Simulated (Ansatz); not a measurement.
F4H2HfS

The calculation's input:

```
crystal:
  periodic: [false, false, false]
  atoms:
    - {symbol: Hf, position_ang: [-0.725137, -0.152013, -0.361266]}
    - {symbol: F, position_ang: [1.045932, -1.428774, 0.607655]}
    - {symbol: F, position_ang: [0.090484, -0.710321, -1.977159]}
    - {symbol: F, position_ang: [-1.814415, -1.410741, 0.540866]}
    - {symbol: F, position_ang: [-1.986290, 1.100147, -1.006520]}
    - {symbol: H, position_ang: [1.363519, -0.603306, 1.004730]}
    - {symbol: S, position_ang: [0.686455, 1.344822, 1.125429]}
    - {symbol: H, position_ang: [1.339453, 1.860188, 0.066263]}
basis:
  gaussian: {orbitals: def2-TZVPP}
hamiltonian: {xc: pbe0, dispersion: d4}
output: {orbitals: {seedname: orbitals}}
```

Command:

```sh
ansatz run in.yaml --threads 8 --pin off --events-out ev --progress --plain --max-ram 19148MiB
```

The product side of a reaction path; geometry: PBE0-D4/def2-TZVP; core potentials replace the inner electrons of Hf.

The calculation used RKS PBE0-D4/def2-TZVPP (Ansatz 0.2.0).

Predict the electron density and electron localisation function between the atoms.

Hf–F (1.89 Å): ρ at the midpoint is about 0.97 e/Å³; the ELF peaks at about 0.85 in the valence shell of F, 0.5 Å from its nucleus, and drops to about 0.20 between the two atoms.
Hf–S (2.54 Å): ρ is about 0.5 e/Å³ halfway; the ELF peaks at about 0.90 in the valence shell of S, 0.9 Å from its nucleus, and is about 0.55 at the midpoint.
F–H (0.97 Å): the density is about 4.3 e/Å³ at the midpoint; the ELF climbs to about 0.95 towards the hydrogen, as it does in any bond to H; a covalent bond by its length.
Hf–H (2.54 Å): ρ is about 0.2 e/Å³ halfway; the ELF climbs to about 0.90 towards the hydrogen.

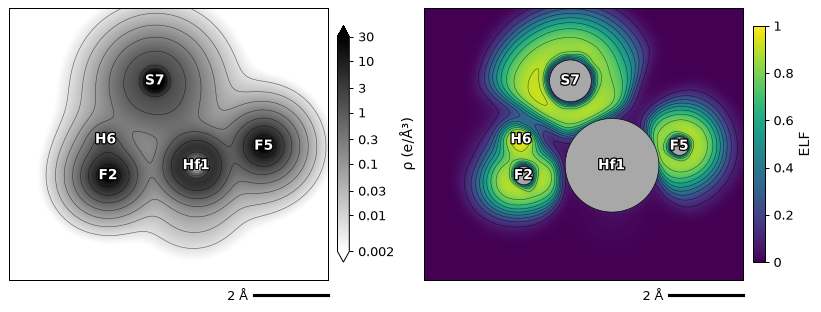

Computed electron density and electron localisation function on the plane of atoms Hf1, F2 and H6, in this order. Grey discs cover the atomic cores in the ELF map. 
